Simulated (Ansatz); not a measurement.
Base system: SiC (space group P6_3mc, No. 186; a = 3.078 Å, c = 10.076 Å).

It is then changed as follows: the cell is scaled by 0.9775 in all directions, atoms relaxed at fixed cell.

Method: PBEsol (Ansatz, a quantum-chemistry and plane-wave program), spin-orbit coupling left out.

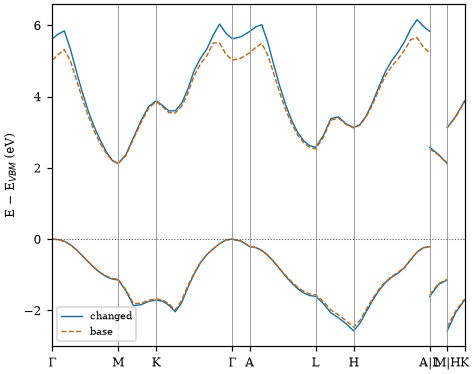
*Highest valence and lowest conduction band along the path, each from its own valence-band maximum*

Task: From the figure, how large is the changed gap, and is it direct?

Result: About 2.1 eV, indirect, Γ → M.

The cells carry an imposed strain or load. No phonon test of stability was made.
